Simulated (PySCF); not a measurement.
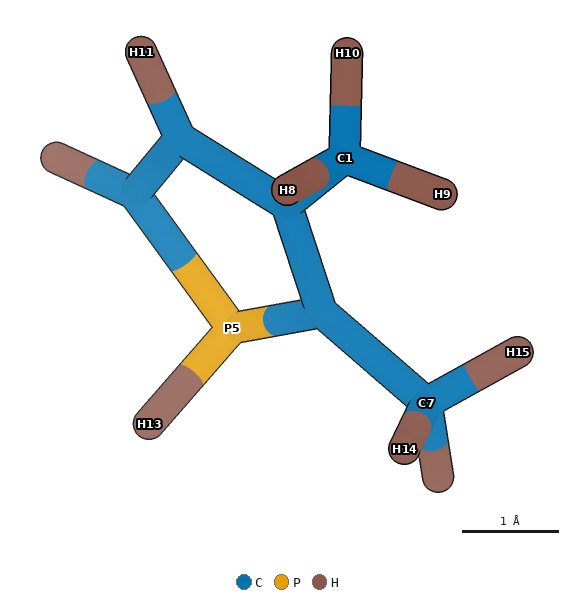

Figure 1. The structure as given in the input (stick view, seen at a tilt; atoms are numbered from 1 in the order of the input). Bond lengths as drawn: C–C 1.34 to 1.49 Å, C–H 1.08 to 1.09 Å, C–P 1.80 to 1.82 Å and H–P 1.40 Å.

Excited-state calculation, with input and output: C₆H₉P

System: C₆H₉P.
Method: TDDFT wB97X-D/def2-SVPD, vertical, gas phase, core orbitals frozen in the response (PySCF 2.14.0).

The geometry comes from this level: GFN2-xTB.

### Log
```
coarse grid: 13720 points
cycle   1  E = -574.9255190825  dE =  1.197e+00  |g| = 2.748e-01  |ddm| = 8.110e+00
cycle   2  E = -574.9433629606  dE = -1.784e-02  |g| = 1.705e-01  |ddm| = 1.628e+00
cycle   3  E = -574.9511758851  dE = -7.813e-03  |g| = 4.262e-02  |ddm| = 6.170e-01
cycle   4  E = -574.9517438321  dE = -5.679e-04  |g| = 1.749e-02  |ddm| = 1.923e-01
cycle   5  E = -574.9518295625  dE = -8.573e-05  |g| = 4.424e-03  |ddm| = 6.038e-02
cycle   6  E = -574.9518376600  dE = -8.097e-06  |g| = 1.821e-03  |ddm| = 1.544e-02
final grid: 127528 points
cycle   7  E = -575.0286275971  dE = -9.851e-05  |g| = 3.638e-03  |ddm| = 2.602e-01
cycle   8  E = -575.0286292492  dE = -1.652e-06  |g| = 3.204e-03  |ddm| = 2.968e-02
cycle   9  E = -575.0286317815  dE = -2.532e-06  |g| = 7.323e-04  |ddm| = 9.588e-03
cycle  10  E = -575.0286319429  dE = -1.614e-07  |g| = 2.401e-04  |ddm| = 3.500e-03
cycle  11  E = -575.0286319598  dE = -1.691e-08  |g| = 4.720e-05  |ddm| = 8.784e-04
cycle  12  E = -575.0286319614  dE = -1.631e-09  |g| = 2.298e-05  |ddm| = 3.910e-04
cycle  13  E = -575.0286319617  dE = -3.181e-10  |g| = 8.986e-06  |ddm| = 1.722e-04
```

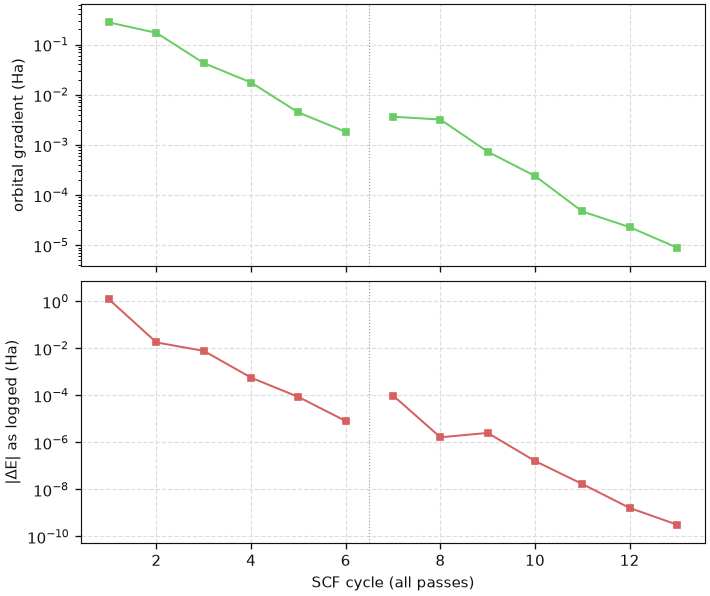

Figure 2. Convergence of the self-consistent field: orbital gradient and size of the energy change against the SCF cycle. The dotted line marks the change from a coarse to the final integration grid. The first 6 cycles use a coarse grid, the final grid takes over at cycle 7, and the field converges after 13 cycles in all.

```
converged SCF energy = -575.0286319617

Static polarisability (au): isotropic 92.850, principal 66.091 101.151 111.307

Singlet excitations
state   eV       nm        f      main configurations
  1   4.6423    267.1   0.06000   H->L 0.96
  2   5.3543    231.6   0.09420   H-1->L 0.92
  3   6.0003    206.6   0.00184   H->L+1 0.73, H->L+2 0.12, H->L+4 0.09
  4   6.2595    198.1   0.01535   H->L+2 0.78, H->L+1 0.08
  5   6.6955    185.2   0.00668   H-2->L 0.48, H->L+4 0.16, H->L+5 0.15
  6   6.7727    183.1   0.03971   H-1->L+1 0.35, H-3->L 0.22, H-1->L+2 0.15
  7   6.8625    180.7   0.03166   H-3->L 0.58, H-1->L+1 0.14, H-1->L+2 0.12
  8   7.0798    175.1   0.03618   H->L+4 0.29, H-1->L+2 0.28, H->L+5 0.12

Triplet excitations (Tamm-Dancoff, eV): 3.0206 4.3592 5.2761
```

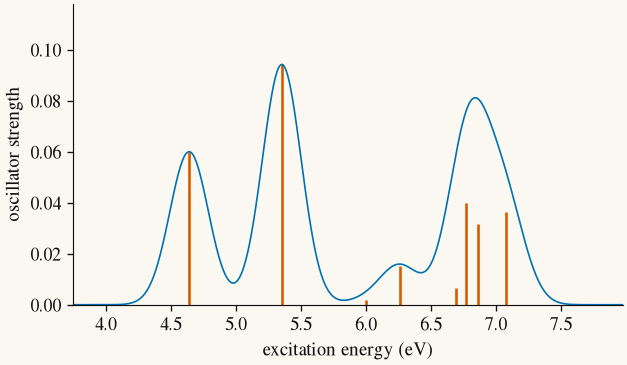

Figure 3. Computed excitations as sticks (degenerate states added up, dark ones marked on the axis), with a Gaussian envelope of 0.35 eV full width at half maximum, scaled to the tallest. Of the 8 states the lowest lies at 4.64 eV (f = 0.060); the strongest line is at 5.35 eV, or 232 nm (f = 0.094).

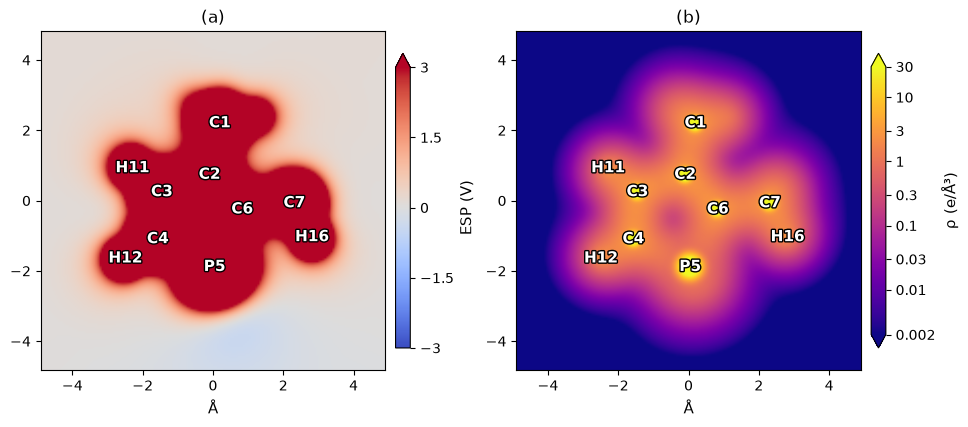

Figure 4. (a) electrostatic potential; (b) electron density on the plane of atoms C1, C2 and C3. Atoms in the plane: C, P and H. C–C (1.34 Å): ρ is about 2.2 e/Å³ halfway. C–P (1.80 Å): ρ is about 1.2 e/Å³ halfway. C–H (1.08 Å): ρ at the midpoint is about 2 e/Å³.

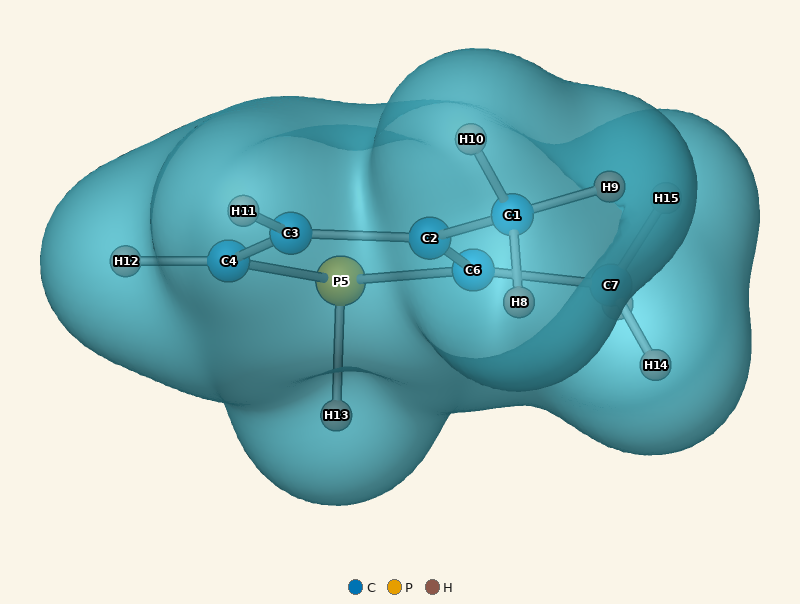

Figure 5. Isosurface of the total electron density at 0.05 e/Å³ (cyan), seen from the side. At this value the surface is in one piece. On the grid the lowest density along these lines, outside the cores, is 2.2 e/Å³ (C–C, 1.34 Å), 1.1 e/Å³ (C–P, 1.80 Å), 1.9 e/Å³ (C–H, 1.08 Å) and 1.9 e/Å³ (C–C, 1.44 Å).

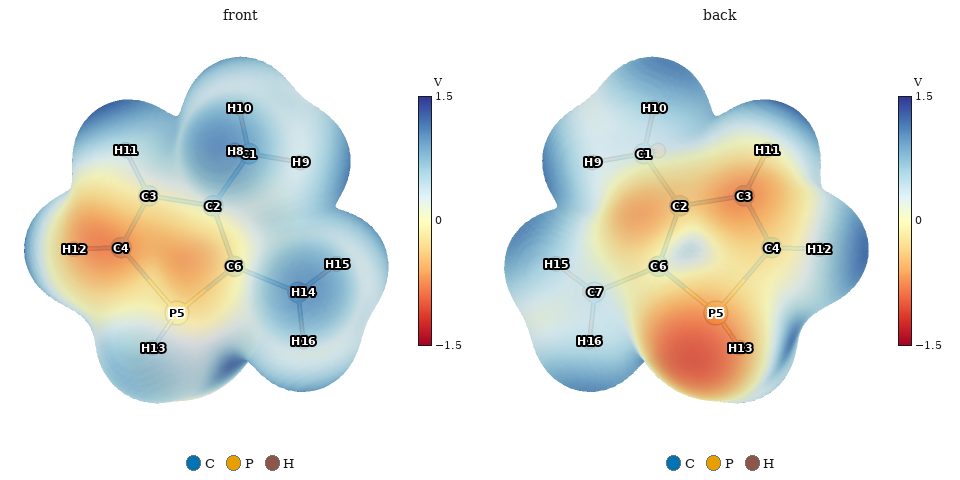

Figure 6. The electrostatic potential painted on the density surface at 0.004 e/bohr³, seen at a tilt and from behind; red is negative and blue positive. Its dipole moment is 1.36 D.

This output came from the following input.

### Input
```
{"job": {"kind": "uv", "xc": "wB97X-D", "basis": "def2-SVPD", "nstates": 8, "ntriplets": 3}, "charge": 0, "multiplicity": 1}
C     -1.406117    -1.190738     0.533519
C     -0.113340    -0.575868     0.105255
C      1.124361    -1.317896     0.169084
C      2.216592    -0.625604    -0.199149
P      1.766677     1.002444    -0.829225
C      0.047117     0.699463    -0.321326
C     -1.027220     1.726721    -0.476186
H     -1.503940    -1.138016     1.618717
H     -2.252660    -0.671767     0.090456
H     -1.441078    -2.239076     0.242840
H      1.142243    -2.341421     0.512214
H      3.221765    -1.009406    -0.228211
H      2.132554     1.722245     0.311738
H     -1.469305     1.964609     0.491913
H     -1.823550     1.363144    -1.127044
H     -0.621698     2.640109    -0.906006
```

The first line tells a small driver script what to run in PySCF; the rest is the geometry in Å.

Launched with:
```bash
OMP_NUM_THREADS=1 python <driver script> task.json out
```

### Results in brief

- outcome: converged
- total energy: −575.028632 hartree
- HOMO: −8.06 eV
- LUMO: 0.84 eV
- dipole moment: 1.36 D
- mean polarisability: 92.85 a.u.
- lowest singlet excitation: 4.64 eV
- hardware: 1 CPU thread, shared host
- wall time: 44 s
- peak memory: 0.9 GiB
